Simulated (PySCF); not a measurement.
PRh (quintet)

| atom | x (Å) | y (Å) | z (Å) |
| --- | --- | --- | --- |
| P | 0.0000 | 0.0000 | -1.6411 |
| Rh | 0.0000 | 0.0000 | 0.4939 |

All numbers below come from PySCF 2.14.0, PBE0/x2c-TZVPPall, spin-free X2C-1e, Gaussian nucleus, at a bond length of 2.135 Å.

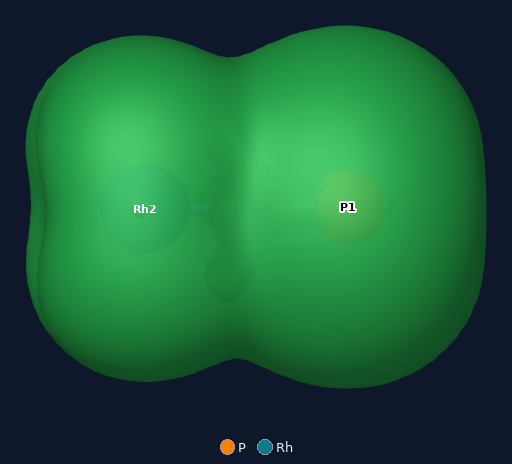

Figure 1. Isosurfaces of the spin density (α minus β) at +0.015 (green) and −0.015 e/Å³ (red), seen from one side.

**Which atoms carry the spin?**

The unpaired spin (4 electrons) lies mostly on Rh2 (about 2.2) and P1 (about 1.8), in electrons by Hirshfeld's partition.

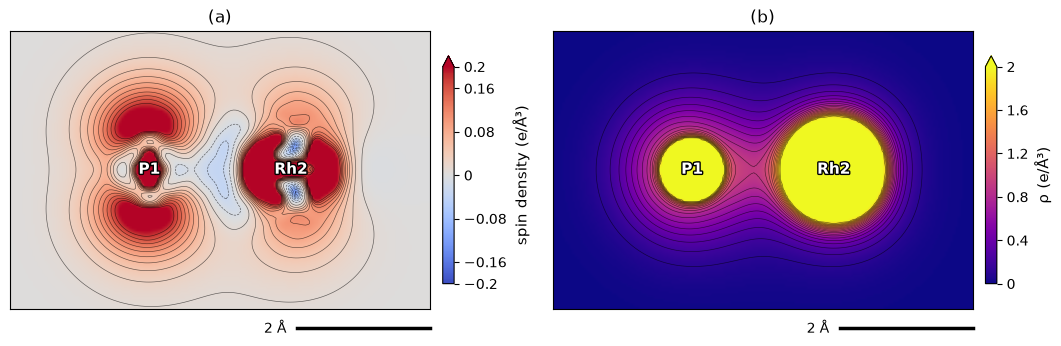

Figure 2. (a) spin density; (b) electron density on a plane that holds the molecular axis.

**What does the map show?**

Atoms in the plane: P and Rh.
P–Rh (2.13 Å): the density is about 0.96 e/Å³ at the midpoint.

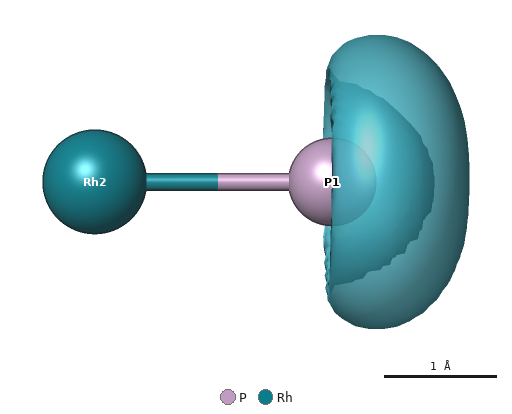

Figure 3. Isosurface of the electron localisation function at 0.85 (cyan), seen from one side. Only the valence region is drawn (cores and ρ < 0.01 e/Å³ removed).

**Identify the bonds, lone pairs and shells in this picture.**

The ELF exceeds this value in one ring or bowl of non-bonding electrons around P. Profiles from the grid: P–Rh (2.13 Å): the ELF peaks at about 0.70 in the valence shell of P, 0.9 Å from its nucleus, and is about 0.50 at the midpoint.

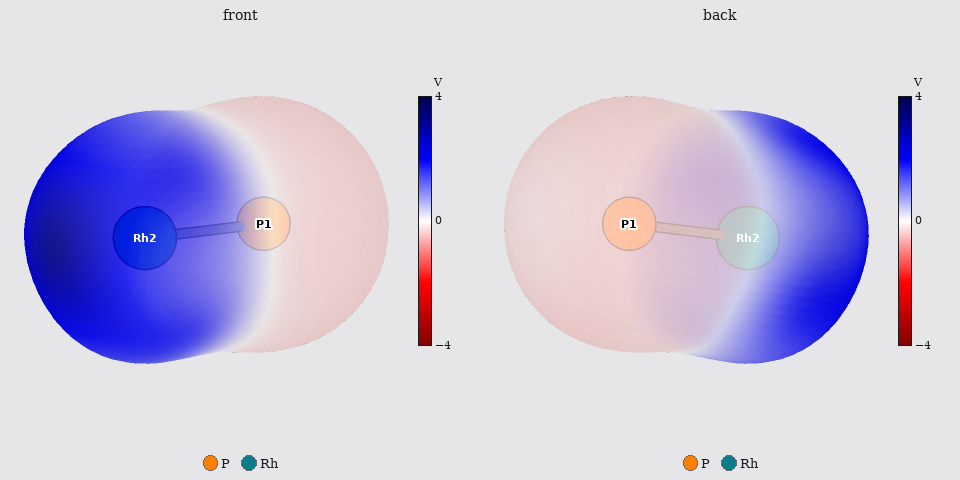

Figure 4. The electrostatic potential painted on the density surface at 0.004 e/bohr³, seen from the front and from behind; red is negative and blue positive.

**Which sites attract a positive test charge, and which a negative one?**

A positive charge is drawn to the negative regions and a negative charge to the positive ones. The most negative region (about −0.3 V) lies over P1, the most positive (about +3.3 V) over Rh2.
